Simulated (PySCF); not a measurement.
```xyz
17

C     0.4478   -1.9644    1.6348
C     0.3611   -0.9836    0.9240
C     0.2741    0.1250    0.1170
C    -1.0098    0.6326   -0.3689
C    -2.1394   -0.3230   -0.6848
C    -2.2415    0.5650    0.5078
O     1.3691    0.8089   -0.2796
Si    2.9603    0.6241    0.0063
H     0.5067   -2.8124    2.2480
H    -0.8986    1.5018   -1.0052
H    -1.9542   -1.3728   -0.5165
H    -2.7537   -0.1105   -1.5463
H    -2.9254    1.3993    0.4782
H    -2.1265    0.1165    1.4826
H     3.2498    0.7444    1.4366
H     3.4269   -0.6818   -0.4640
H     3.4464    1.7429   -0.7866
```

Geometry: GFN2-xTB.

Computed with PySCF, UKS B3LYP, pcH-1 on C H O Si, non-relativistic, mean-field spin-orbit, GIAO.

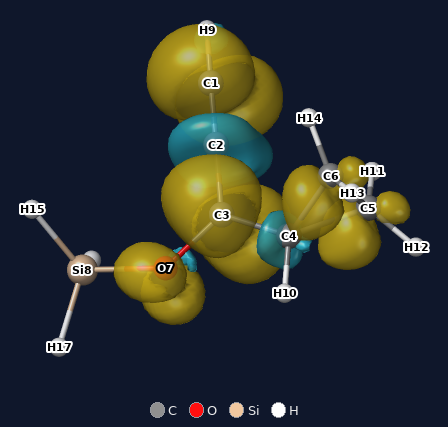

C6H9OSi (doublet). Isosurfaces of the spin density (α minus β) at +0.015 (yellow) and −0.015 e/Å³ (cyan), seen at a tilt.

**Describe the spin distribution.**

The unpaired spin (1 electron) lies mostly on C3 (about 0.4), C1 (about 0.3) and O7 (about 0.1), in electrons by Hirshfeld's partition.
